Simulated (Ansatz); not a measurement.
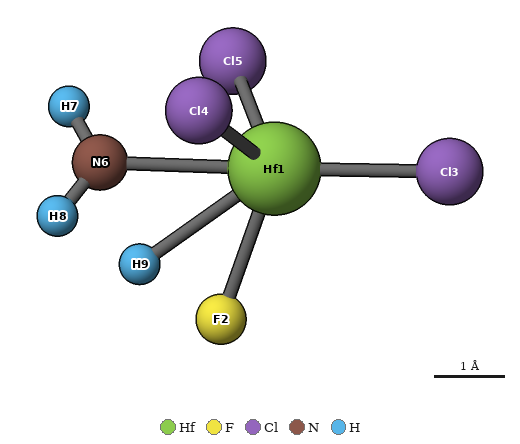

Fig. 1: The structure as given in the input (ball-and-stick view, seen at a tilt; atoms are numbered from 1 in the order of the input). Sticks mark near contacts.

Geometry relaxation, with input and output: HfNH3Cl3F (part 1 of 2)

The run: geometry relaxation of HfNH3Cl3F. Method and program: RKS PBE/def2-SVP (Ansatz 0.2.0).

The run did not end well. The input holds or restrains some coordinates. Forces given for the steps count only the free coordinates. It belongs to a series of runs on one base structure; here: pulled along the bonds that form and break, towards end B.

**Input file**
```yaml
crystal:
  periodic: [false, false, false]
  atoms:
    - { symbol: Hf, position_ang: [0.0, 0.0, 0.0] }
    - { symbol: F, position_ang: [0.0, 0.0, 2.33] }
    - { symbol: Cl, position_ang: [2.3764, 0.0, -0.8392] }
    - { symbol: Cl, position_ang: [-1.1869, 2.0563, -0.8392] }
    - { symbol: Cl, position_ang: [-1.1869, -2.0563, -0.8392] }
    - { symbol: "N", position_ang: [-2.382, 0.0, 0.7915] }
    - { symbol: H, position_ang: [-3.102, -0.6071, 0.3052] }
    - { symbol: H, position_ang: [-2.6678, 0.6071, 1.612] }
    - { symbol: H, position_ang: [-1.3611, 0.0, 1.9863] }
basis:
  gaussian: { orbitals: def2-SVP }
hamiltonian:
  xc: pbe
relax:
  f_tol: 0.15
  max_steps: 25
  restrain:
    - { distance: [0, 5], at: 2.21, k: 30.0 }
    - { distance: [8, 1], at: 0.92, k: 30.0 }
    - { distance: [0, 1], at: 3.18, k: 30.0 }
    - { distance: [8, 5], at: 2.26, k: 30.0 }
```

Launch command:
```bash
ansatz run input.yaml --threads 4 --pin off --max-ram 5120MiB --backend cpu --events-out ev --progress --plain --runs-dir out
```

**The program's output**
```
The last accepted step is kept in [file] (removed where the run ends without a failure and the disk answers)
Engine: ansatz 0.2.0, aarch64-unknown-linux-gnu
Functional definition: PBE
  parameter kappa = 0.804
  parameter beta = 0.06672455060314922
  exchange = pbe_x(kappa = kappa, mu = beta*pi^2/3)
  correlation = pbe_c(beta = beta)
1393 factors; their error is unknown
mean field evaluation 1: about -43090.4158 eV, gradient 6.9e1 eV
mean field evaluation 2: about -42876.7553 eV, gradient 2.5e2 eV
mean field evaluation 4: about -43096.9310 eV, gradient 4.0e1 eV
mean field evaluation 8: about -43101.2554 eV, gradient 7.4e-1 eV
mean field evaluation 16: about -43101.1512 eV, gradient 3.8e-3 eV
mean field -43101.15120612 eV, -1583.9380918153 hartree, gradient 5.1e-5 eV, S^2 0.000000; 0 other end points of the search recorded, 0 dependent functions left out
the calculation of the forces begins
reference -43101.15128369 eV, -1583.9380946660 hartree; 41, 41 occupied and 88, 88 virtual orbitals, 1393 factors
relax step   1: F+E_penalty+E_count = -43101.15120612 eV  Δ(F+E_penalty+E_count) = +0.000e0 eV  max|allowed force component| = 3.060e0 eV/Å  E_restraint = 22.80867779 eV  max|allowed force component, restraints' pulls added| = 2.733e1 eV/Å  Δτ_max = 0.0000 Å  (33 SCF iters, accepted)
  distance Hf 0 - N 5 = 2.5101 Å
  distance H 8 - F 1 = 1.4038 Å
  distance Hf 0 - F 1 = 2.3300 Å
  distance H 8 - N 5 = 1.5716 Å
these checks for a lower state are left out or cut short: starts, cluster_reference, orbital_swaps, neighbouring_geometries, increment
1393 factors; their error is unknown
mean field -43101.17448448 eV, -1583.9389472794 hartree, gradient 1.8e-5 eV, S^2 0.000000; 0 other end points of the search recorded, 0 dependent functions left out
[... from here on the field's lines of each further geometry are left out, up to the last ...]
relax step   2: F+E_penalty+E_count = -43101.17448448 eV  Δ(F+E_penalty+E_count) = -2.328e-2 eV  max|allowed force component| = 2.529e0 eV/Å  E_restraint = 9.24427405 eV  max|allowed force component, restraints' pulls added| = 1.805e1 eV/Å  Δτ_max = 0.1949 Å  (41 SCF iters, accepted)
relax step   3: F+E_penalty+E_count = -43101.45515633 eV  Δ(F+E_penalty+E_count) = -2.807e-1 eV  max|allowed force component| = 2.607e0 eV/Å  E_restraint = 2.34828290 eV  max|allowed force component, restraints' pulls added| = 7.300e0 eV/Å  Δτ_max = 0.1949 Å  (43 SCF iters, accepted)
relax step   4: F+E_penalty+E_count = -43102.13045887 eV  Δ(F+E_penalty+E_count) = -6.753e-1 eV  max|allowed force component| = 2.262e0 eV/Å  E_restraint = 0.12340890 eV  max|allowed force component, restraints' pulls added| = 2.520e0 eV/Å  Δτ_max = 0.1941 Å  (36 SCF iters, accepted)
relax step   5: F+E_penalty+E_count = -43102.89080043 eV  Δ(F+E_penalty+E_count) = -7.603e-1 eV  max|allowed force component| = 1.581e0 eV/Å  E_restraint = 0.04711124 eV  max|allowed force component, restraints' pulls added| = 1.257e0 eV/Å  Δτ_max = 0.1947 Å  (35 SCF iters, accepted)
relax step   6: F+E_penalty+E_count = -43103.24102545 eV  Δ(F+E_penalty+E_count) = -3.502e-1 eV  max|allowed force component| = 1.574e0 eV/Å  E_restraint = 0.04439702 eV  max|allowed force component, restraints' pulls added| = 1.160e0 eV/Å  Δτ_max = 0.2000 Å  (36 SCF iters, accepted)
relax step   7: F+E_penalty+E_count = -43103.49557187 eV  Δ(F+E_penalty+E_count) = -2.545e-1 eV  max|allowed force component| = 1.231e0 eV/Å  E_restraint = 0.04896539 eV  max|allowed force component, restraints' pulls added| = 1.153e0 eV/Å  Δτ_max = 0.1950 Å  (36 SCF iters, accepted)
relax step   8: F+E_penalty+E_count = -43103.68214446 eV  Δ(F+E_penalty+E_count) = -1.866e-1 eV  max|allowed force component| = 1.260e0 eV/Å  E_restraint = 0.05040478 eV  max|allowed force component, restraints' pulls added| = 8.387e-1 eV/Å  Δτ_max = 0.1988 Å  (35 SCF iters, accepted)
relax step   9: F+E_penalty+E_count = -43103.74814272 eV  Δ(F+E_penalty+E_count) = -6.600e-2 eV  max|allowed force component| = 1.369e0 eV/Å  E_restraint = 0.04317261 eV  max|allowed force component, restraints' pulls added| = 1.720e-1 eV/Å  Δτ_max = 0.1997 Å  (36 SCF iters, accepted)
relax step  10: F+E_penalty+E_count = -43103.75889257 eV  Δ(F+E_penalty+E_count) = -1.075e-2 eV  max|allowed force component| = 1.397e0 eV/Å  E_restraint = 0.04458998 eV  max|allowed force component, restraints' pulls added| = 2.863e-1 eV/Å  Δτ_max = 0.0549 Å  (31 SCF iters, accepted)
relax step  11: F+E_penalty+E_count = -43103.79348484 eV  Δ(F+E_penalty+E_count) = -3.459e-2 eV  max|allowed force component| = 1.417e0 eV/Å  E_restraint = 0.04848501 eV  max|allowed force component, restraints' pulls added| = 1.588e-1 eV/Å  Δτ_max = 0.2000 Å  (35 SCF iters, accepted)
relax step  12: F+E_penalty+E_count = -43103.82057393 eV  Δ(F+E_penalty+E_count) = -2.709e-2 eV  max|allowed force component| = 1.481e0 eV/Å  E_restraint = 0.06966753 eV  max|allowed force component, restraints' pulls added| = 1.551e0 eV/Å  Δτ_max = 0.1966 Å  (36 SCF iters, accepted)
relax step  13: F+E_penalty+E_count = -43103.86697670 eV  Δ(F+E_penalty+E_count) = -4.640e-2 eV  max|allowed force component| = 1.385e0 eV/Å  E_restraint = 0.06126107 eV  max|allowed force component, restraints' pulls added| = 1.119e0 eV/Å  Δτ_max = 0.1950 Å  (35 SCF iters, accepted)
relax step  14: F+E_penalty+E_count = -43103.92835213 eV  Δ(F+E_penalty+E_count) = -6.138e-2 eV  max|allowed force component| = 1.368e0 eV/Å  E_restraint = 0.05533827 eV  max|allowed force component, restraints' pulls added| = 5.102e-1 eV/Å  Δτ_max = 0.1999 Å  (36 SCF iters, accepted)
relax step  15: F+E_penalty+E_count = -43103.95138771 eV  Δ(F+E_penalty+E_count) = -2.304e-2 eV  max|allowed force component| = 1.256e0 eV/Å  E_restraint = 0.05235151 eV  max|allowed force component, restraints' pulls added| = 3.982e-1 eV/Å  Δτ_max = 0.1920 Å  (35 SCF iters, accepted)
relax step  16: F+E_penalty+E_count = -43103.94616765 eV  Δ(F+E_penalty+E_count) = +5.220e-3 eV  max|allowed force component| = 1.451e0 eV/Å  E_restraint = 0.09524236 eV  max|allowed force component, restraints' pulls added| = 2.358e0 eV/Å  Δτ_max = 0.1917 Å  (34 SCF iters, rejected (line search))
relax step  17: F+E_penalty+E_count = -43103.98163868 eV  Δ(F+E_penalty+E_count) = -3.025e-2 eV  max|allowed force component| = 1.288e0 eV/Å  E_restraint = 0.05541295 eV  max|allowed force component, restraints' pulls added| = 2.535e-1 eV/Å  Δτ_max = 0.0957 Å  (30 SCF iters, accepted)
relax step  18: F+E_penalty+E_count = -43103.99715351 eV  Δ(F+E_penalty+E_count) = -1.551e-2 eV  max|allowed force component| = 1.298e0 eV/Å  E_restraint = 0.05587253 eV  max|allowed force component, restraints' pulls added| = 1.760e-1 eV/Å  Δτ_max = 0.0998 Å  (30 SCF iters, accepted)
relax step  19: F+E_penalty+E_count = -43104.00976090 eV  Δ(F+E_penalty+E_count) = -1.261e-2 eV  max|allowed force component| = 1.376e0 eV/Å  E_restraint = 0.04922157 eV  max|allowed force component, restraints' pulls added| = 1.417e-1 eV/Å  Δτ_max = 0.1499 Å  (35 SCF iters, accepted)
relax step  20: F+E_penalty+E_count = -43104.00011788 eV  Δ(F+E_penalty+E_count) = +9.643e-3 eV  max|allowed force component| = 1.374e0 eV/Å  E_restraint = 0.07001059 eV  max|allowed force component, restraints' pulls added| = 1.573e0 eV/Å  Δτ_max = 0.1950 Å  (35 SCF iters, rejected (line search))
relax step  21: F+E_penalty+E_count = -43104.02423417 eV  Δ(F+E_penalty+E_count) = -1.447e-2 eV  max|allowed force component| = 1.316e0 eV/Å  E_restraint = 0.05454695 eV  max|allowed force component, restraints' pulls added| = 1.313e-1 eV/Å  Δτ_max = 0.0954 Å  (30 SCF iters, accepted)
relax step  22: F+E_penalty+E_count = -43104.02947000 eV  Δ(F+E_penalty+E_count) = -5.236e-3 eV  max|allowed force component| = 1.418e0 eV/Å  E_restraint = 0.06156800 eV  max|allowed force component, restraints' pulls added| = 8.089e-1 eV/Å  Δτ_max = 0.0978 Å  (31 SCF iters, rejected (line search))
relax step  23: F+E_penalty+E_count = -43104.02976488 eV  Δ(F+E_penalty+E_count) = -5.531e-3 eV  max|allowed force component| = 1.414e0 eV/Å  E_restraint = 0.05620478 eV  max|allowed force component, restraints' pulls added| = 2.664e-1 eV/Å  Δτ_max = 0.0476 Å  (30 SCF iters, accepted)
the calculation of the forces begins
reference -43104.03275638 eV, -1584.0439868341 hartree; 41, 41 occupied and 88, 88 virtual orbitals, 1393 factors
relax step  24: F+E_penalty+E_count = -43104.03267299 eV  Δ(F+E_penalty+E_count) = -2.908e-3 eV  max|allowed force component| = 1.397e0 eV/Å  E_restraint = 0.05510790 eV  max|allowed force component, restraints' pulls added| = 1.555e-1 eV/Å  Δτ_max = 0.0500 Å  (30 SCF iters, accepted)
  distance Hf 0 - N 5 = 2.1540 Å
  distance H 8 - F 1 = 0.9390 Å
  distance Hf 0 - F 1 = 3.1727 Å
  distance H 8 - N 5 = 2.2490 Å
these checks for a lower state are left out or cut short: starts, cluster_reference, orbital_swaps, neighbouring_geometries, increment
1393 factors; their error is unknown
mean field -43104.03590128 eV, -1584.0441024073 hartree, gradient 1.1e-5 eV, S^2 0.000000; 0 other end points of the search recorded, 0 dependent functions left out
the calculation of the forces begins
reference -43104.03598472 eV, -1584.0441054734 hartree; 41, 41 occupied and 88, 88 virtual orbitals, 1393 factors
relax step  25: F+E_penalty+E_count = -43104.03590128 eV  Δ(F+E_penalty+E_count) = -3.228e-3 eV  max|allowed force component| = 1.304e0 eV/Å  E_restraint = 0.05488718 eV  max|allowed force component, restraints' pulls added| = 1.723e-1 eV/Å  Δτ_max = 0.0727 Å  (30 SCF iters, accepted)
```

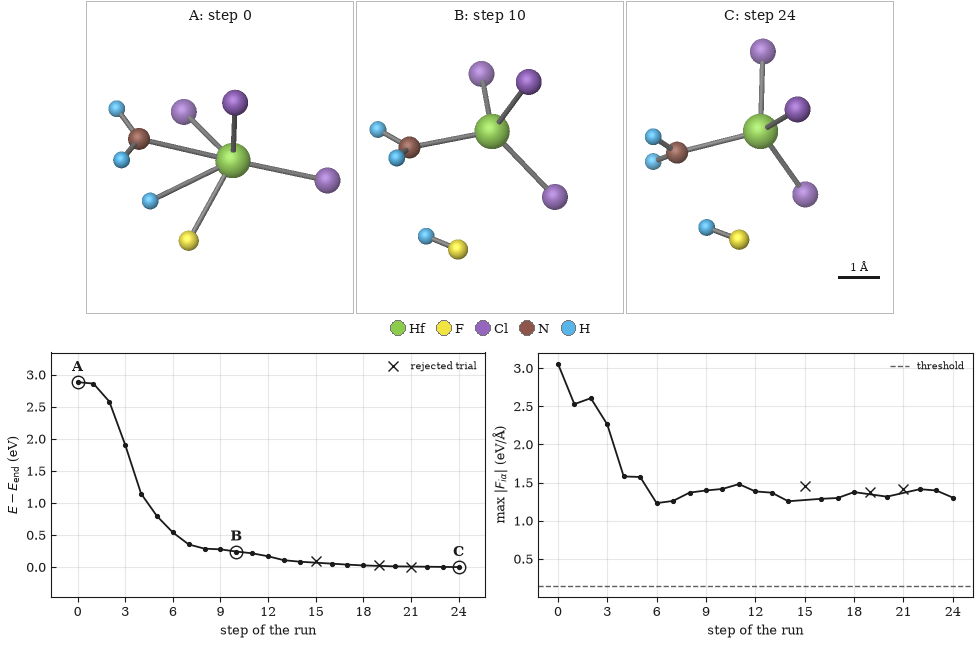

Fig. 2: Frames of the restrained relaxation (ball-and-stick view, seen at a tilt) above the curves, on which the letters mark them (the first geometry is step 0 here and step 1 in the log).

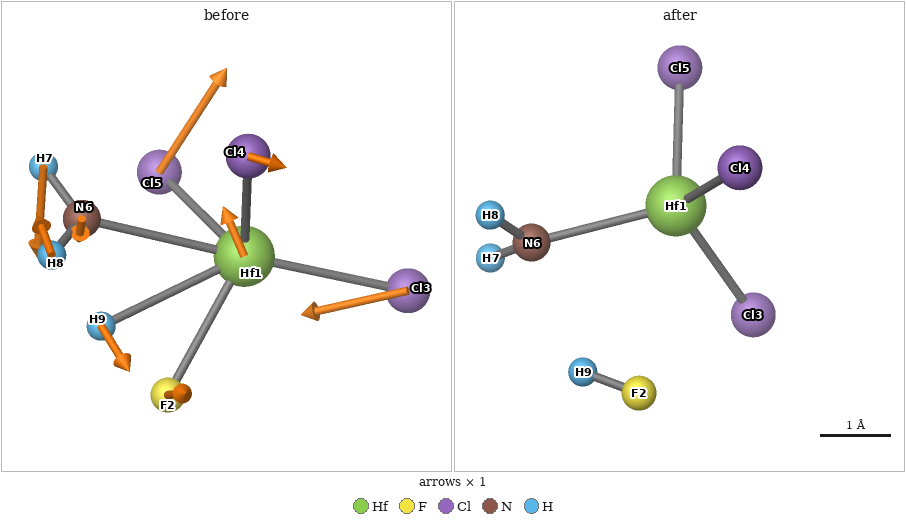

Fig. 3: Before (left) and after (right) the restrained relaxation, at one scale (ball-and-stick view, seen at a tilt). The orange arrows give the displacements, at true length. The relaxation stopped without meeting its thresholds, so the last structure isn't shown to be converged. After 24 geometry steps the energy has fallen by 2.885 eV. The largest force component goes from 3.1 to 1.3 eV/Å. The line search rejected the trial steps at points 15, 19, 21 (counted from 0) and went back. The atom that moves furthest after the best rigid fit is Cl5 (1.90 Å). Largest moves by element: Cl 1.90 Å, H 1.54 Å, F 1.18 Å, Hf 0.79 Å, N 0.60 Å. Distances before and after: Hf1–F2 2.330 → 3.173 Å, Hf1–H9 2.408 → 3.003 Å, F2–H9 1.404 → 0.939 Å, Hf1–N6 2.510 → 2.154 Å. New bonds form: F2–H9 (1.40 → 0.94 Å). Bonds break: Hf1–F2 (2.33 → 3.17 Å). Among the angles that change: Cl3–Hf1–N6 178.9° → 110.3°, Cl4–Hf1–N6 70.0° → 110.7°, Cl5–Hf1–N6 70.0° → 106.3°. (Atoms are counted from 1 in the order of the input.)

```
  distance Hf 0 - N 5 = 2.1539 Å
  distance H 8 - F 1 = 0.9390 Å
  distance Hf 0 - F 1 = 3.1730 Å
  distance H 8 - N 5 = 2.2500 Å
Unfinished report: {"positions_ang":[[-0.6249230732017375,-0.07303814927853766,-0.46152346474820116],[-0.03447004081065604,1.1819195414576373,2.3923267046955408],[1.355029300018172,-1.1893976179469608,0.14626067732291131],[-0.5105121737764066,2.206789905287561,-1.01650784607527],[-1.3285560133417609,-1.1524781630143655,-2.42166198786742],[-2.161059518130096,-0.4229395664866878,1.0071804460186635],[-2.3995697126047797,-1.368254652218903,1.342060106889555],[-3.0023335098089228,0.17082523878517236,1.0709972839443382],[-0.8039052583438141,0.6465734634150845,2.4482680798198837]],"unchecked":["starts","cluster_reference","orbital_swaps","neighbouring_geometries","increment"],"mean_field":{"relativity":"none","state":{"energy":{"ev":-43104.03598471654,"hartree":-1584.0441054733742},"converged":true,"gradient_ev":0.000011077632781228136,"stability":{"kind":"minimum","curvature_ev":64.45072072225489},"curvature_floor_ev":0.00030000000000000003,"spin_squared":-2.1316282072803006e-14},"others":[],"fillings":{"estimated":0,"unestimated":0,"tried":0,"untried":0,"excluded_magnetic_sites":0},"n_dropped_functions":0,"n_trapped_functions":0,"passes":{"evaluations":4,"products":26},"factors":{"origin":"density fitting in generated functions","count":1393,"bound_ev":null},"gradient_stop_ev":0.00009,"reference_kind":"stationary","functional":{"name":"PBE","citations":["Perdew, Burke & Ernzerhof, Phys. Rev. Lett. 77, 3865 (1996) doi:10.1103/PhysRevLett.77.3865"],"text":"name \"PBE\"\ncite \"Perdew, Burke & Ernzerhof, Phys. Rev. Lett. 77, 3865 (1996) doi:10.1103/PhysRevLett.77.3865\"\nparent pbe\nparameter kappa = 0.804\nparameter beta = 0.06672455060314922\nexchange = pbe_x(kappa = kappa, mu = beta*pi^2/3)\ncorrelation = pbe_c(beta = beta)\n","parameters":{"beta":{"value":0.06672455060314922,"default":0.06672455060314922},"kappa":{"value":0.804,"default":0.804}},"final_grid":{"core_spheres":13.0,"valence_spheres":11.0,"degree":36.0},"final_grid_parameter_source":"default","radial_points_factor":1.0,"radial_grid_error_ev":3.125828648923977e-7,"grid_sensitivity":"normal","grid_sensitivity_ratio":0.001870803151768979},"unsmoothed_excess_ev":-0.00008343229675293888,"symmetry":{"irreps":["A"],"axes":[[0.9983380988177532,-0.05569075891261106,0.014818225963046367],[0.05616965813976681,0.9978371254889636,-0.03414733518715963],[-0.01288448498839589,0.03492292037702364,0.9993069496800892]],"occupied":[{"A":41},{"A":41}]},"density_repulsion":{"missed_ev":0.00006538410546156238,"excess_ev":0.00006533670801870296,"most_excess_ev":0.0010659999999999999,"are_drawn_again":false,"n_first_factors":1393,"energy_change_ev":0.0,"n_dropped_ends":0},"direct_passes":"host"},"factors":{"origin":"density fitting in generated functions","count":1393,"bound_ev":null},"n_frozen":0,"n_occupied":[41,41],"n_virtual":[88,88],"reference":{"ev":-43104.03598471654,"hartree":-1584.0441054733742},"total":{"ev":-43104.03598471654,"hartree":-1584.0441054733742},"forces_ev_per_angstrom":[[-1.1154672513523762,-0.18422424750974914,1.3039376059327359],[0.2562252835055032,0.1197274525388959,-0.21598303816717354],[-0.014242045379164672,-0.002687793866479323,-0.003403209285310809],[-0.0031459503079346194,-0.0025685095418510506,0.012110193434446023],[-0.005948908505060482,0.0019654233793409107,0.01270214570013],[1.2703035669127816,0.4180215896633064,-0.8950852437602401],[0.018062606114683636,0.11886974352148193,-0.01962740912423611],[0.09448704392228484,-0.1079391874890349,-0.009343039817611674],[-0.5002743449028869,-0.361164470715505,-0.1853080049015105]],"charge_distribution":{"dipole_moment_e_ang":[-0.6081702670065171,-0.22175530293930146,0.31518331946920236],"mulliken_charges_e":[0.6986517873003191,-0.16997475380057203,-0.19020355783422715,-0.18560862044058624,-0.19726561129198927,-0.49683409420576385,0.15820986132796366,0.1570288100227729,0.22599617892210822],"lowdin_charges_e":[-1.26522370676269,0.14568833058889297,0.3445918518855855,0.35139822498538464,0.35473559385951603,0.05554421734862025,0.040113355405180906,0.04014628335148818,-0.06699415066192849]},"n_threads":4,"memory_gib":4.261363637633622,"seconds":{"hamiltonian":1.699435195,"orbitals":0.0,"second_order":0.0,"solver_start":0.0,"cycles":0.0,"cycle":0.0,"perturbative":0.0,"full_ci_increment":0.0,"forces":0.0}}
this run last wrote the structure of step 25 to [file]
Error: geometry relaxation did not converge after 25 steps: max|allowed force component| = 1.30e0 eV/Å without the restraints, 1.72e-1 eV/Å with the forces of `relax.restrain` added, the figure compared with `relax.f_tol` (threshold 1.5e-1). Raise `relax.max_steps` over both its present limit and 25, loosen `relax.f_tol`, or start from a geometry closer to equilibrium; or lower a very stiff `relax.restrain[].k`, which can take fewer steps but ends farther from `at`. Where this run's directory can be resumed (`checkpoint.write`), a resume goes on for up to `relax.max_steps` more
```
